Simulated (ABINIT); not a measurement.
# CdAgH3 (Pm-3m): zone-centre phonons

Aim: the zone-centre modes of CdAgH3 (Pm-3m).

Method: DFT PBE, scalar-relativistic, plane waves, PseudoDojo norm-conserving pseudopotentials, in ABINIT 10.8.3.

The structure was built from a prototype and need not be the compound's stable phase.

In doubt: a PseudoDojo file used here is known to give poor structures and forces, so the values of those runs are not to be relied on.

### 1. Starting point

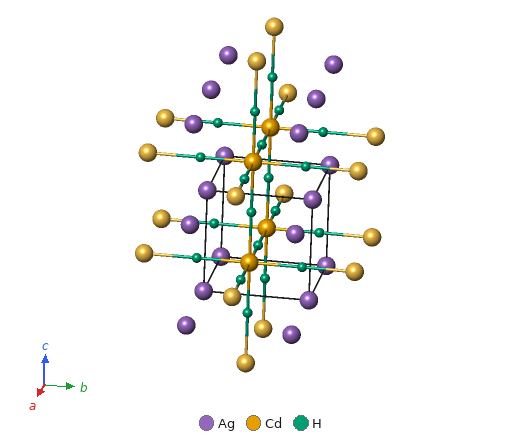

The starting structure, seen slightly off an axis (silver purple, cadmium orange, hydrogen teal). 2×1×2 cells are drawn. Some periodic images of atoms are drawn too.

### 2. A probe with smearing

A first run with smearing and empty bands tells whether the crystal has a gap, which decides between fixed occupations and smearing later on.

File probe.abi:

```
# ground state
tolvrs 1.0d-08
prtden 1
prtwf 1

# basis, mesh and filling
ecut 47.0
ngkpt 4 4 4
nshiftk 1
shiftk 0.0 0.0 0.0
istwfk *1
occopt 7
tsmear 0.005
nband 30
nstep 100
diemac 9.0
prtebands 0
prtgsr 0
useylm 1

# cell and atoms
acell 3*1.0 Angstrom
rprim 
    4.508 0.0 0.0
    0.0 4.508 0.0
    0.0 0.0 4.508
ntypat 3
znucl 47 48 1
natom 5
typat 1 2 3 3 3
xred 
    0.0 0.0 0.0
    0.5 0.5 0.5
    0.5 0.5 0.0
    0.5 0.0 0.5
    0.0 0.5 0.5
pp_dirpath "./pseudo"
pseudos "Ag.upf, Cd.upf, H.upf"
```

Started as:

```sh
> OMP_NUM_THREADS=1 mpirun -n 4 abinit probe.abi > probe.log
```

Numbers of over 12 decimals in the logs are rounded to 6 here.

probe.abo, the main output file:

```text
[banners, grids, parts of the stress and lines that vanish by symmetry left out]
- input  file    -> probe.abi
- output file    -> probe.abo
- root for input  files -> probei
[...]
Symmetries : space group Pm -3 m (#221); Bravais cP (primitive cubic)
[...]
mpw =        9568          nfft =      157464          nkpt =          10
[...]
== DATASET  1 ==================================================================
[...]
cutoff_energies: {ecut:  47.0, pawecutdg:  -1.0, }
[...]
ETOT  1  -329.33143560405    -3.293E+02 1.594E+00 6.736E+03
 ETOT  2  -330.18992965424    -8.585E-01 6.055E-02 1.369E+04
 ETOT  3  -331.78126366792    -1.591E+00 7.762E-03 1.371E+03
 ETOT  4  -331.89880476641    -1.175E-01 7.940E-03 3.886E+02
 ETOT  5  -331.93654453015    -3.774E-02 9.858E-04 5.330E+01
[...]
ETOT 12  -331.94397374047    -2.416E-11 4.233E-05 2.605E-08
 ETOT 13  -331.94397374046     1.108E-11 8.361E-04 1.589E-09
 At SCF step   13       vres2   =  1.59E-09 < tolvrs=  1.00E-08 =>converged.
[...]
sigma(1 1)=  2.93639157E-04  sigma(3 2)=  0.00000000E+00
  sigma(2 2)=  2.93639157E-04  sigma(3 1)=  0.00000000E+00
  sigma(3 3)=  2.93639157E-04  sigma(2 1)=  0.00000000E+00
[...]
convergence: {deltae:  1.108E-11, res2:  1.589E-09, residm:  8.361E-04, diffor: null, }
etotal    :  -3.31943974E+02
[...]
sigma(1 1)=  2.93639157E-04  sigma(3 2)=  0.00000000E+00
  sigma(2 2)=  2.93639157E-04  sigma(3 1)=  0.00000000E+00
  sigma(3 3)=  2.93639157E-04  sigma(2 1)=  0.00000000E+00
[...]
- sigma(1 1)=  8.63916227E+00  sigma(3 2)=  0.00000000E+00
- sigma(2 2)=  8.63916227E+00  sigma(3 1)=  0.00000000E+00
- sigma(3 3)=  8.63916227E+00  sigma(2 1)=  0.00000000E+00
[...]
fcart     -0.0000000000E+00 -0.0000000000E+00 -0.0000000000E+00
           strten      2.9363915712E-04  2.9363915712E-04  2.9363915712E-04
================================================================================

[key lines of the parts left out:]
pressure_GPa:  -8.6392E+00
```

It took 43 s on 4 MPI ranks of Arm Neoverse V1, shared host; 2.8 min of CPU time.

Numbers from this step:

- volume per atom: 18.32 Å³
- pressure: -8.639 GPa
- gap on the k-mesh: 0 eV

No gap opens on this mesh, so smearing is kept; the printed pressure holds the stress of the finite basis too.

### 3. Rough relaxation

The typed start is rough, so a first relaxation with smearing and loose thresholds takes it towards rest cheaply.

File prerelax.abi:

```
# relaxation
ionmov 2
optcell 2
dilatmx 1.15
chkdilatmx 0
ntime 40
tolmxf 3.0d-04
tolvrs 1.0d-10
prtwf 0
prtden 0
chksymtnons 0

# basis, mesh and filling
ecut 46.0
ecutsm 3.0
ngkpt 4 4 4
nshiftk 1
shiftk 0.0 0.0 0.0
istwfk *1
occopt 7
tsmear 0.005
nband 30
nstep 100
diemac 1000000.0
prtebands 0
prtgsr 0
useylm 1

# cell and atoms
acell 3*1.0 Angstrom
rprim 
    4.508 0.0 0.0
    0.0 4.508 0.0
    0.0 0.0 4.508
ntypat 3
znucl 47 48 1
natom 5
typat 1 2 3 3 3
xred 
    0.0 0.0 0.0
    0.5 0.5 0.5
    0.5 0.5 0.0
    0.5 0.0 0.5
    0.0 0.5 0.5
pp_dirpath "./pseudo"
pseudos "Ag.upf, Cd.upf, H.upf"
```

Started as:

```sh
> OMP_NUM_THREADS=1 mpirun -n 4 abinit prerelax.abi > prerelax.log
```

prerelax.abo, the main output file:

```text
[banners, grids, parts of the stress and lines that vanish by symmetry left out]
- input  file    -> prerelax.abi
- output file    -> prerelax.abo
- root for input  files -> prerelaxi
[...]
Symmetries : space group Pm -3 m (#221); Bravais cP (primitive cubic)
[...]
mpw =       14060          nfft =      216000          nkpt =          10
[...]
== DATASET  1 ==================================================================
[...]
cutoff_energies: {ecut:  46.0, pawecutdg:  -1.0, }
[...]
ETOT  1  -329.40383311587    -3.294E+02 1.842E+00 8.817E+03
 ETOT  2  -330.46067732966    -1.057E+00 6.291E-02 1.485E+04
 ETOT  3  -331.80561629853    -1.345E+00 8.211E-03 1.554E+03
 ETOT  4  -331.90445191956    -9.884E-02 1.806E-03 4.490E+02
 ETOT  5  -331.93716225870    -3.271E-02 1.959E-03 6.167E+01
[...]
At SCF step   14       vres2   =  5.33E-11 < tolvrs=  1.00E-10 =>converged.
[...]
ETOT 10  -331.98747638536     2.427E-11 1.073E-12 1.023E-11
 At SCF step   10       vres2   =  1.02E-11 < tolvrs=  1.00E-10 =>converged.
[...]
sigma(1 1)=  8.67866441E-07  sigma(3 2)=  0.00000000E+00
  sigma(2 2)=  8.67866441E-07  sigma(3 1)=  0.00000000E+00
  sigma(3 3)=  8.67866441E-07  sigma(2 1)=  0.00000000E+00
[...]
convergence: {deltae:  2.427E-11, res2:  1.023E-11, residm:  1.073E-12, diffor: null, }
etotal    :  -3.31987476E+02
[...]
At Broyd/MD step   8, gradients are converged :
[...]
sigma(1 1)=  8.67866441E-07  sigma(3 2)=  0.00000000E+00
  sigma(2 2)=  8.67866441E-07  sigma(3 1)=  0.00000000E+00
  sigma(3 3)=  8.67866441E-07  sigma(2 1)=  0.00000000E+00
[...]
- sigma(1 1)=  2.55335122E-02  sigma(3 2)=  0.00000000E+00
- sigma(2 2)=  2.55335122E-02  sigma(3 1)=  0.00000000E+00
- sigma(3 3)=  2.55335122E-02  sigma(2 1)=  0.00000000E+00
[...]
fcart     -0.0000000000E+00 -0.0000000000E+00 -0.0000000000E+00
           strten      8.6786644143E-07  8.6786644143E-07  8.6786644144E-07
================================================================================

[key lines of the parts left out:]
pressure_GPa:  -2.5534E-02
Total energy (etotal) [Ha]= -3.31987476385364E+02
```

Elapsed: 7.1 min, on 4 MPI ranks; 28 min of CPU time.

Step by step:

```csv
step,energy less that of the first step (eV),largest force (eV/Å),volume (Å³)
1,0.0000,0.0000,91.61
2,-0.1233,0.0000,89.26
3,1.5229,0.0000,38.95
4,-0.8216,0.0000,74.86
5,-1.0843,0.0000,67.52
6,-1.1787,0.0000,57.53
7,-1.1979,0.0000,60.66
8,-1.1985,0.0000,60.20
```

```csv
cell as run,before,after,change
a (Å),4.508,3.919,-13.1 %
b (Å),4.508,3.919,-13.1 %
c (Å),4.508,3.919,-13.1 %
volume (Å³/atom),18.32,12.04,-34.3 %
```

The relaxed structure:

```xyz
5
Lattice="3.9191 0.0000 0.0000 0.0000 3.9191 0.0000 0.0000 0.0000 3.9191" Properties=species:S:1:pos:R:3 pbc="T T T"
Ag    0.0000    0.0000    0.0000
Cd    1.9596    1.9596    1.9596
H     1.9596    1.9596    0.0000
H     1.9596    0.0000    1.9596
H     0.0000    1.9596    1.9596
```

Read from the output:

```
volume per atom : 12.04 Å³
pressure        : -0.02553 GPa
```

The volume changes by -34.3 % in this run and stands -34.3 % from the first cell.

### 4. Rough relaxation

The cell changed much, so the rough relaxation is repeated on a basis made for the new cell.

prerelax.abi, as its differences from that of step 3:

```diff
@@ -31,5 +31,5 @@
 rprim 
-    4.508 0.0 0.0
-    0.0 4.508 0.0
-    0.0 0.0 4.508
+    3.919125231 0.0 0.0
+    0.0 3.919125231 0.0
+    0.0 0.0 3.919125231
 ntypat 3
```

prerelax.abo, the main output file:

```text
[banners, grids, parts of the stress and lines that vanish by symmetry left out]
- input  file    -> prerelax.abi
- output file    -> prerelax.abo
- root for input  files -> prerelaxi
[...]
Symmetries : space group Pm -3 m (#221); Bravais cP (primitive cubic)
[...]
mpw =        9328          nfft =      157464          nkpt =          10
[...]
== DATASET  1 ==================================================================
[...]
cutoff_energies: {ecut:  46.0, pawecutdg:  -1.0, }
[...]
ETOT  1  -330.74539506606    -3.307E+02 2.090E+00 2.396E+03
 ETOT  2  -331.56458986983    -8.192E-01 1.004E-01 3.658E+03
 ETOT  3  -331.95818260481    -3.936E-01 2.305E-02 3.199E+02
 ETOT  4  -331.98098414189    -2.280E-02 4.991E-03 6.355E+01
 ETOT  5  -331.98701647850    -6.032E-03 9.165E-04 4.643E+00
[...]
ETOT 11  -331.98747682384    -1.097E-11 9.132E-05 2.862E-09
 ETOT 12  -331.98747682385    -9.095E-12 1.536E-05 9.978E-11
 At SCF step   12       vres2   =  9.98E-11 < tolvrs=  1.00E-10 =>converged.
[...]
sigma(1 1)=  8.65441725E-07  sigma(3 2)=  0.00000000E+00
  sigma(2 2)=  8.65441725E-07  sigma(3 1)=  0.00000000E+00
  sigma(3 3)=  8.65441725E-07  sigma(2 1)=  0.00000000E+00
[...]
convergence: {deltae: -9.095E-12, res2:  9.978E-11, residm:  1.536E-05, diffor: null, }
etotal    :  -3.31987477E+02
[...]
At Broyd/MD step   1, gradients are converged :
[...]
sigma(1 1)=  8.65441725E-07  sigma(3 2)=  0.00000000E+00
  sigma(2 2)=  8.65441725E-07  sigma(3 1)=  0.00000000E+00
  sigma(3 3)=  8.65441725E-07  sigma(2 1)=  0.00000000E+00
[...]
- sigma(1 1)=  2.54621746E-02  sigma(3 2)=  0.00000000E+00
- sigma(2 2)=  2.54621746E-02  sigma(3 1)=  0.00000000E+00
- sigma(3 3)=  2.54621746E-02  sigma(2 1)=  0.00000000E+00
[...]
fcart     -0.0000000000E+00 -0.0000000000E+00 -0.0000000000E+00
           strten      8.6544172499E-07  8.6544172499E-07  8.6544172500E-07
================================================================================

[key lines of the parts left out:]
pressure_GPa:  -2.5462E-02
Total energy (etotal) [Ha]= -3.31987476823852E+02
```

It took 42 s on 4 MPI ranks.

Little changed from the start: no atom moved by 0.005 Å and no cell edge by 0.1 %.

This step gave:

```yaml
pressure: -0.02546 GPa
```

The volume changes by +0.0 % in this run and stands -34.3 % from the first cell.

### 5. Relaxing the cell and atoms

The harmonic expansion needs vanishing forces, and a free crystal bears no stress, so cell and atoms are brought to rest. Stress is more sensitive to the basis than forces are: the last 3 Ha under the cutoff are smoothed with ecutsm, and the cutoff is raised above that of the later runs.

File relax.abi:

```
# relaxation
ionmov 2
optcell 2
dilatmx 1.08
ntime 40
tolmxf 1.0d-05
tolvrs 1.0d-14
prtwf 0
prtden 0
chksymtnons 0

# basis, mesh and filling
ecut 57.0
ecutsm 3.0
ngkpt 6 6 6
nshiftk 1
shiftk 0.0 0.0 0.0
istwfk *1
occopt 6
tsmear 0.01
nband 30
nstep 100
diemac 1000000.0
prtebands 0
prtgsr 0
useylm 1

# cell and atoms
acell 3*1.0 Angstrom
rprim 
    3.919125234 0.0 0.0
    0.0 3.919125234 0.0
    0.0 0.0 3.919125234
ntypat 3
znucl 47 48 1
natom 5
typat 1 2 3 3 3
xred 
    0.0 0.0 0.0
    0.5 0.5 0.5
    0.5 0.5 0.0
    0.5 0.0 0.5
    0.0 0.5 0.5
pp_dirpath "./pseudo"
pseudos "Ag.upf, Cd.upf, H.upf"
```

Started as:

```sh
> OMP_NUM_THREADS=1 mpirun -n 4 abinit relax.abi > relax.log
```

relax.abo, the main output file:

```text
[banners, grids, parts of the stress and lines that vanish by symmetry left out]
- input  file    -> relax.abi
- output file    -> relax.abo
- root for input  files -> relaxi
[...]
Symmetries : space group Pm -3 m (#221); Bravais cP (primitive cubic)
[...]
mpw =       10568          nfft =      216000          nkpt =          20
[...]
== DATASET  1 ==================================================================
[...]
cutoff_energies: {ecut:  57.0, pawecutdg:  -1.0, }
[...]
ETOT  1  -330.77913797878    -3.308E+02 2.068E+00 2.746E+03
 ETOT  2  -331.64014783247    -8.610E-01 7.996E-02 3.825E+03
 ETOT  3  -331.96860224183    -3.285E-01 7.656E-03 2.307E+02
 ETOT  4  -331.98265328435    -1.405E-02 2.137E-03 3.245E+01
 ETOT  5  -331.98528431294    -2.631E-03 8.184E-04 4.476E-01
[...]
At SCF step   14       vres2   =  4.42E-16 < tolvrs=  1.00E-14 =>converged.
[...]
sigma(1 1)= -2.06202173E-05  sigma(3 2)=  0.00000000E+00
  sigma(2 2)= -2.06202173E-05  sigma(3 1)=  0.00000000E+00
  sigma(3 3)= -2.06202173E-05  sigma(2 1)=  0.00000000E+00
[...]
convergence: {deltae:  8.754E-12, res2:  4.418E-16, residm:  4.588E-04, diffor: null, }
etotal    :  -3.31985318E+02
[...]
ETOT  1  -331.98479966737    -3.320E+02 1.340E-04 6.402E+00
[...]
At SCF step   12       vres2   =  1.85E-16 < tolvrs=  1.00E-14 =>converged.
[...]
sigma(1 1)= -1.72706936E-05  sigma(3 2)=  0.00000000E+00
  sigma(2 2)= -1.72706936E-05  sigma(3 1)=  0.00000000E+00
  sigma(3 3)= -1.72706936E-05  sigma(2 1)=  0.00000000E+00
[...]
convergence: {deltae:  7.333E-12, res2:  1.845E-16, residm:  6.460E-05, diffor: null, }
etotal    :  -3.31985333E+02
[...]
ETOT  1  -331.96987105469    -3.320E+02 5.116E-05 1.817E+02
[...]
At SCF step   12       vres2   =  8.30E-15 < tolvrs=  1.00E-14 =>converged.
[...]
sigma(1 1)= -2.89147936E-07  sigma(3 2)=  0.00000000E+00
  sigma(2 2)= -2.89147936E-07  sigma(3 1)=  0.00000000E+00
  sigma(3 3)= -2.89147936E-07  sigma(2 1)=  0.00000000E+00
[...]
convergence: {deltae: -3.490E-11, res2:  8.301E-15, residm:  2.513E-05, diffor: null, }
etotal    :  -3.31985367E+02
[...]
ETOT  1  -331.98536290149    -3.320E+02 2.213E-05 5.081E-02
[...]
ETOT  9  -331.98536713300    -1.182E-11 2.840E-06 2.147E-13
 ETOT 10  -331.98536713298     2.723E-11 1.007E-05 2.861E-15
 At SCF step   10       vres2   =  2.86E-15 < tolvrs=  1.00E-14 =>converged.
[...]
sigma(1 1)= -4.23323470E-09  sigma(3 2)=  0.00000000E+00
  sigma(2 2)= -4.23323467E-09  sigma(3 1)=  0.00000000E+00
  sigma(3 3)= -4.23323466E-09  sigma(2 1)=  0.00000000E+00
[...]
convergence: {deltae:  2.723E-11, res2:  2.861E-15, residm:  1.007E-05, diffor: null, }
etotal    :  -3.31985367E+02
[...]
At Broyd/MD step   4, gradients are converged :
[...]
sigma(1 1)= -4.23323470E-09  sigma(3 2)=  0.00000000E+00
  sigma(2 2)= -4.23323467E-09  sigma(3 1)=  0.00000000E+00
  sigma(3 3)= -4.23323466E-09  sigma(2 1)=  0.00000000E+00
[...]
- sigma(1 1)= -1.24546065E-04  sigma(3 2)=  0.00000000E+00
- sigma(2 2)= -1.24546064E-04  sigma(3 1)=  0.00000000E+00
- sigma(3 3)= -1.24546064E-04  sigma(2 1)=  0.00000000E+00
[...]
fcart     -0.0000000000E+00 -0.0000000000E+00 -0.0000000000E+00
           strten     -4.2332346951E-09 -4.2332346708E-09 -4.2332346639E-09
================================================================================

[key lines of the parts left out:]
pressure_GPa:   1.2455E-04
Total energy (etotal) [Ha]= -3.31985367132976E+02
```

Elapsed: 4.7 min, on 4 MPI ranks; 19 min of CPU time.

The steps of the relaxation:

```csv
step,energy less that of the first step (eV),largest force (eV/Å),volume (Å³)
1,0.0000,0.0000,60.20
2,-0.0004,0.0000,60.31
3,-0.0013,0.0000,60.89
4,-0.0013,0.0000,60.90
```

```csv
"conventional cell, symmetrised",before,after,change
a (Å),3.919,3.934,+0.4 %
b (Å),3.919,3.934,+0.4 %
c (Å),3.919,3.934,+0.4 %
volume (Å³/atom),12.04,12.18,+1.2 %
```

Final coordinates:

```xyz
5
Lattice="3.9344 0.0000 0.0000 0.0000 3.9344 0.0000 0.0000 0.0000 3.9344" Properties=species:S:1:pos:R:3 pbc="T T T"
Ag    0.0000    0.0000    0.0000
Cd    1.9672    1.9672    1.9672
H     1.9672    1.9672    0.0000
H     1.9672    0.0000    1.9672
H     0.0000    1.9672    1.9672
```

This step gave:

| Quantity | Value |
| --- | --- |
| volume per atom | 12.18 Å³ |
| pressure | 1.25e-4 GPa |

The volume changes by +1.2 % in this run and stands -33.5 % from the first cell.

### 6. Self-consistent run for the response

The response is built on these wavefunctions, so the potential is converged far more tightly than an energy would need. Smearing stays on, as the first look found no gap above 0.3 eV.

File gs.abi:

```
# ground state
tolvrs 1.0d-16
prtden 1
prtwf 1

# basis, mesh and filling
ecut 47.0
ngkpt 6 6 6
nshiftk 1
shiftk 0.0 0.0 0.0
istwfk *1
occopt 6
tsmear 0.01
nband 30
nstep 100
diemac 1000000.0
prtebands 0
prtgsr 0
useylm 1

# cell and atoms
acell 3*1.0 Angstrom
rprim 
    3.934411937 0.0 0.0
    0.0 3.934411937 0.0
    0.0 0.0 3.934411937
ntypat 3
znucl 47 48 1
natom 5
typat 1 2 3 3 3
xred 
    0.0 0.0 0.0
    0.5 0.5 0.5
    0.5 0.5 0.0
    0.5 0.0 0.5
    0.0 0.5 0.5
pp_dirpath "./pseudo"
pseudos "Ag.upf, Cd.upf, H.upf"
```

Started as:

```sh
> OMP_NUM_THREADS=1 mpirun -n 4 abinit gs.abi > gs.log
```

gs.abo, the main output file:

```text
[banners, grids, parts of the stress and lines that vanish by symmetry left out]
- input  file    -> gs.abi
- output file    -> gs.abo
- root for input  files -> gsi
[...]
Symmetries : space group Pm -3 m (#221); Bravais cP (primitive cubic)
[...]
mpw =        6382          nfft =      110592          nkpt =          20
[...]
== DATASET  1 ==================================================================
[...]
cutoff_energies: {ecut:  47.0, pawecutdg:  -1.0, }
[...]
ETOT  1  -330.76889294700    -3.308E+02 2.250E+00 1.724E+03
 ETOT  2  -331.57761966465    -8.087E-01 8.176E-02 2.488E+03
 ETOT  3  -331.96165603528    -3.840E-01 5.853E-03 1.784E+02
 ETOT  4  -331.98095815964    -1.930E-02 2.880E-03 2.907E+01
 ETOT  5  -331.98496942580    -4.011E-03 1.343E-03 1.146E+00
[...]
ETOT 14  -331.98512031061    -9.265E-12 1.394E-04 1.121E-15
 ETOT 15  -331.98512031061     5.457E-12 1.270E-04 7.263E-18
 At SCF step   15       vres2   =  7.26E-18 < tolvrs=  1.00E-16 =>converged.
[...]
sigma(1 1)=  9.75623979E-06  sigma(3 2)=  0.00000000E+00
  sigma(2 2)=  9.75623979E-06  sigma(3 1)=  0.00000000E+00
  sigma(3 3)=  9.75623979E-06  sigma(2 1)=  0.00000000E+00
[...]
convergence: {deltae:  5.457E-12, res2:  7.263E-18, residm:  1.270E-04, diffor: null, }
etotal    :  -3.31985120E+02
[...]
sigma(1 1)=  9.75623979E-06  sigma(3 2)=  0.00000000E+00
  sigma(2 2)=  9.75623979E-06  sigma(3 1)=  0.00000000E+00
  sigma(3 3)=  9.75623979E-06  sigma(2 1)=  0.00000000E+00
[...]
- sigma(1 1)=  2.87038485E-01  sigma(3 2)=  0.00000000E+00
- sigma(2 2)=  2.87038485E-01  sigma(3 1)=  0.00000000E+00
- sigma(3 3)=  2.87038485E-01  sigma(2 1)=  0.00000000E+00
[...]
fcart     -0.0000000000E+00 -0.0000000000E+00 -0.0000000000E+00
           strten      9.7562397923E-06  9.7562397923E-06  9.7562397923E-06
================================================================================

[key lines of the parts left out:]
pressure_GPa:  -2.8704E-01
```

Elapsed: 47 s, on 4 MPI ranks.

Read from the output:

- pressure: -0.2870 GPa

The cell stands at -0.29 GPa: the relaxation ran with a smoothed and higher cutoff, and the difference is a stress of the finite basis.

[end of part 1 of 3]

[Host names and launcher messages were left out of these logs when they were recorded.]

[Logs are printed without paths, hosts, clocks, repeated set-up lines and the standing remarks that a program may print on its own settings, such as how far it seeks lower states.]

[Hosts, paths, dates, database ids (printed as entryN), source tags and the programs' standing remarks are cut or masked in the printed files.]
